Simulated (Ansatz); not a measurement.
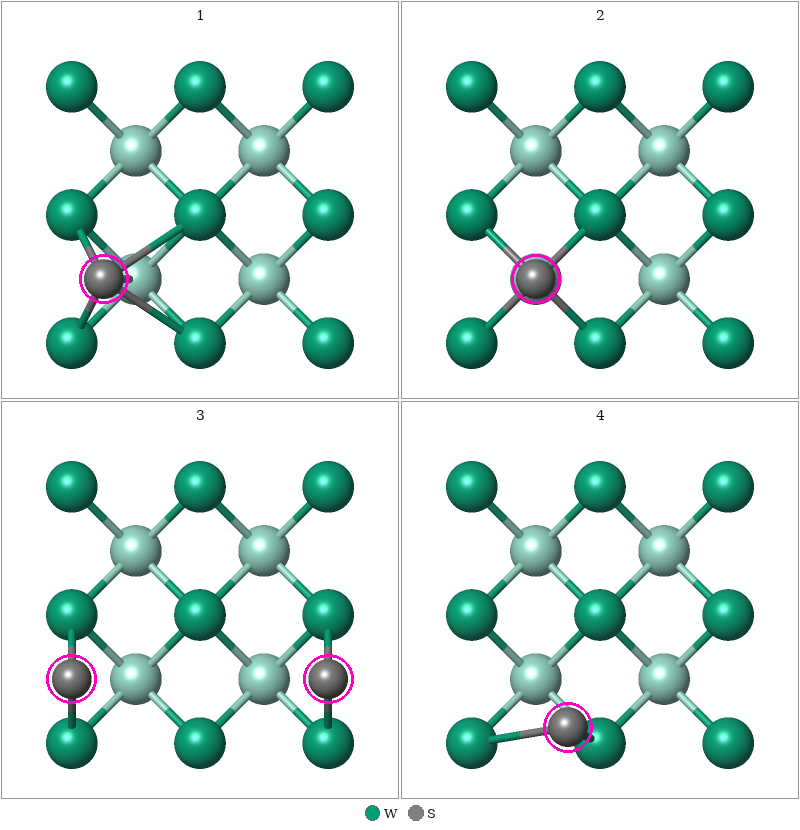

S on a W(100) slab cut from the Im-3m phase, its upper half relaxed before the scan (16 atoms of substrate and one adsorbate in a 2 × 2 cell). S is moved over the surface cell; relaxed at each place: the height of the adsorbate's atoms; substrate rigid; the origin of the map has the adsorbate above W13. Places are given modulo a cell vector. The map is drawn in real space over the plane of the surface. Grid: 8 × 8 points; 15 points were computed and 49 follow by symmetry. Places are given in fractions of the 1 × 1 surface cell. Energies: eV, counted from the lowest grid point. The calculation used DFT PBE, scalar-relativistic, plane waves, PAW in Ansatz 0.2.0. Settings: cutoff 420 eV, k-mesh 4×4×1, gaussian smearing 0.1 eV, no spin polarisation.

The numbered pictures are structures from this grid. Rings mark the moved atoms.

Rank them by energy, lowest first.

2, at a fourfold hollow over a second-layer W atom, (4/8, 4/8) of the cell vectors: 0.00 eV; 1, at (2/8, 4/8) of the cell vectors [nearest 2 W at 2.39 Å]: 1.07 eV; 3, at a bridge site between two W atoms, (0/8, 4/8) of the cell vectors: 1.30 eV; 4, at (6/8, 1/8) of the cell vectors [nearest 1 W at 2.21 Å]: 1.83 eV.

The map, with the structures marked:

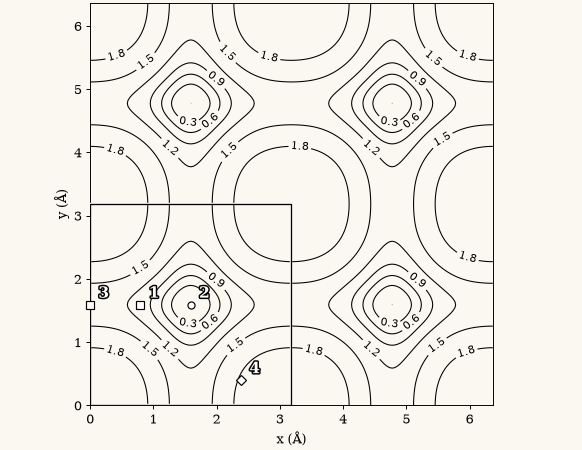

The picture shows contour lines labelled in eV, the outline of one cell of the 2 × 2 shown. Between grid points the surface is interpolated.

PAW datasets: the set soft_1.
